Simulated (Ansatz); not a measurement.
# Run report: SnNH7O, nudged elastic band

- system: SnNH7O
- method: RKS CAM-B3LYP-D4/def2-SVP (Ansatz 0.2.0)

One setting was made poor on purpose. It belongs to a series of runs on one base structure; here: band between the two ends.

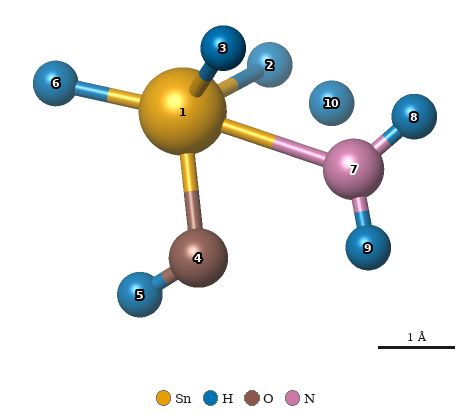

Figure 1. The input geometry (ball-and-stick view, seen at a tilt; atoms are numbered from 1 in the order of the input). Sticks mark near contacts. Bond lengths as drawn: H–N 1.06 Å, H–O 1.01 Å, H–Sn 1.74 to 2.09 Å, N–Sn 2.40 Å and O–Sn 1.96 Å.

## The input
```yaml
crystal:
  periodic: [false, false, false]
  atoms:
    - { symbol: Sn, position_ang: [0.0, 0.0, 0.0] }
    - { symbol: H, position_ang: [0.0, 0.0, 2.09] }
    - { symbol: H, position_ang: [1.6408, 0.0, -0.5794] }
    - { symbol: O, position_ang: [-0.9232, 1.5994, -0.6527] }
    - { symbol: H, position_ang: [-1.881, 1.3686, -0.8751] }
    - { symbol: H, position_ang: [-0.8195, -1.4198, -0.5794] }
    - { symbol: "N", position_ang: [0.8997, 2.0923, 0.7568] }
    - { symbol: H, position_ang: [1.7392, 2.1052, 1.4038] }
    - { symbol: H, position_ang: [0.4576, 3.0035, 0.444] }
    - { symbol: H, position_ang: [0.4313, 1.0031, 1.9721] }
basis:
  gaussian: { orbitals: def2-SVP }
hamiltonian:
  xc: cam_b3lyp
  dispersion: d4
neb:
  order_check: false
  images: 5
  f_tol: 0.03
  max_iterations: 60
  final_atoms:
    - { symbol: Sn, position_ang: [0.0, 0.0, 0.0] }
    - { symbol: H, position_ang: [0.0, 0.0, 2.09] }
    - { symbol: H, position_ang: [1.6408, 0.0, -0.5794] }
    - { symbol: O, position_ang: [-0.9232, 1.5994, -0.6527] }
    - { symbol: H, position_ang: [-1.881, 1.3686, -0.8751] }
    - { symbol: H, position_ang: [-0.8195, -1.4198, -0.5794] }
    - { symbol: "N", position_ang: [0.8997, 2.0923, 0.7568] }
    - { symbol: H, position_ang: [1.7392, 2.1052, 1.4038] }
    - { symbol: H, position_ang: [0.4576, 3.0035, 0.444] }
    - { symbol: H, position_ang: [0.4313, 1.0031, 1.9721] }
  initial_path:
    images:
      - { positions_ang: [[0.0, 0.0, 0.0], [0.0, 0.0, 2.09], [1.6408, 0.0, -0.5794], [-0.9232, 1.5994, -0.6527], [-1.881, 1.3686, -0.8751], [-0.8195, -1.4198, -0.5794], [0.8997, 2.0923, 0.7568], [1.7392, 2.1052, 1.4038], [0.4576, 3.0035, 0.444], [0.4313, 1.0031, 1.9721]] }
      - { positions_ang: [[0.0, 0.0, 0.0], [0.0, 0.0, 2.09], [1.6408, 0.0, -0.5794], [-0.9232, 1.5994, -0.6527], [-1.881, 1.3686, -0.8751], [-0.8195, -1.4198, -0.5794], [0.8997, 2.0923, 0.7568], [1.7392, 2.1052, 1.4038], [0.4576, 3.0035, 0.444], [0.4313, 1.0031, 1.9721]] }
      - { positions_ang: [[0.0, 0.0, 0.0], [0.0, 0.0, 2.09], [1.6408, 0.0, -0.5794], [-0.9232, 1.5994, -0.6527], [-1.881, 1.3686, -0.8751], [-0.8195, -1.4198, -0.5794], [0.8997, 2.0923, 0.7568], [1.7392, 2.1052, 1.4038], [0.4576, 3.0035, 0.444], [0.4313, 1.0031, 1.9721]] }
      - { positions_ang: [[0.0, 0.0, 0.0], [0.0, 0.0, 2.09], [1.6408, 0.0, -0.5794], [-0.9232, 1.5994, -0.6527], [-1.881, 1.3686, -0.8751], [-0.8195, -1.4198, -0.5794], [0.8997, 2.0923, 0.7568], [1.7392, 2.1052, 1.4038], [0.4576, 3.0035, 0.444], [0.4313, 1.0031, 1.9721]] }
      - { positions_ang: [[0.0, 0.0, 0.0], [0.0, 0.0, 2.09], [1.6408, 0.0, -0.5794], [-0.9232, 1.5994, -0.6527], [-1.881, 1.3686, -0.8751], [-0.8195, -1.4198, -0.5794], [0.8997, 2.0923, 0.7568], [1.7392, 2.1052, 1.4038], [0.4576, 3.0035, 0.444], [0.4313, 1.0031, 1.9721]] }
      - { positions_ang: [[0.0, 0.0, 0.0], [0.0, 0.0, 2.09], [1.6408, 0.0, -0.5794], [-0.9232, 1.5994, -0.6527], [-1.881, 1.3686, -0.8751], [-0.8195, -1.4198, -0.5794], [0.8997, 2.0923, 0.7568], [1.7392, 2.1052, 1.4038], [0.4576, 3.0035, 0.444], [0.4313, 1.0031, 1.9721]] }
      - { positions_ang: [[0.0, 0.0, 0.0], [0.0, 0.0, 2.09], [1.6408, 0.0, -0.5794], [-0.9232, 1.5994, -0.6527], [-1.881, 1.3686, -0.8751], [-0.8195, -1.4198, -0.5794], [0.8997, 2.0923, 0.7568], [1.7392, 2.1052, 1.4038], [0.4576, 3.0035, 0.444], [0.4313, 1.0031, 1.9721]] }
```

Machine: 2 threads of Arm Neoverse V2, 24 GiB of memory available, shared host.

Launch command:
```bash
ansatz run input.yaml --threads 2 --pin off --max-ram 3072MiB --backend cpu --events-out ev --progress --plain --runs-dir out
```

## Log
```
Error: invalid value for `neb.final_atoms`: is identical to crystal.atoms — the two endpoints must differ for a path to exist
```

## Outcome

| quantity | value |
| --- | --- |
| outcome | refused by the program |

## Diagnosis

The program refused the input: “invalid value for `neb.final_atoms`: is identical to crystal.atoms — the two endpoints must differ for a path to exist” A deliberately poor setting: ends not relaxed.
